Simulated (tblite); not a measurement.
# C6H9FSSi: the cost of one run

Programs: tblite 0.8.0 and PySCF 2.14.0, with density-fitted response routines of our own. Each step states its level of theory. These are calculated values for one molecule in the gas phase, unless marked as measured. Atoms count from 0, in the outputs and in this text.

**1. Starting geometry**

18 atoms, charge 0, multiplicity 1; geometry from: force field or distance geometry start.

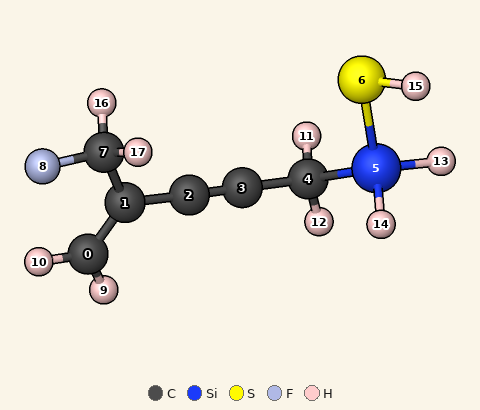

As it starts; carbon dark grey, silicon blue, sulfur yellow, fluorine light blue, hydrogen pink, atoms numbered; sticks join atoms by distance.

**2. Relaxing the molecule with GFN2-xTB**

What the job is given:

```
{"job": {"kind": "relax", "xc": "GFN2-xTB", "basis": "xTB"}, "charge": 0, "multiplicity": 1}
C     -3.101900    -0.643400    -0.450300
C     -2.120100     0.107300     0.050900
C     -0.790000    -0.059400    -0.464500
C      0.314000    -0.172200    -0.908400
C      1.680000    -0.323200    -1.420300
Si     2.978600    -0.618500    -0.132600
S      3.112100     1.067800     1.196900
C     -2.320800     1.103600     1.174400
F     -3.623000     1.136100     1.579500
H     -2.945700    -1.355600    -1.245200
H     -4.128600    -0.550700    -0.075600
H      1.936700     0.574500    -1.996900
H      1.695400    -1.152900    -2.130100
H      4.322700    -0.792000    -0.759900
H      2.690900    -1.818800     0.684000
H      4.066800     0.559900     2.001000
H     -2.055700     2.110100     0.842900
H     -1.720300     0.833600     2.042400
```

On the command line:

```console
> OMP_NUM_THREADS=1 python probes_run.py task.json out
```

This one command runs all jobs of the session in turn.

Q: Estimate the wall time and peak memory of this first job on 1 thread of Arm Neoverse N1, shared host.

About 1.3 s, with a peak of 0.18 GiB.
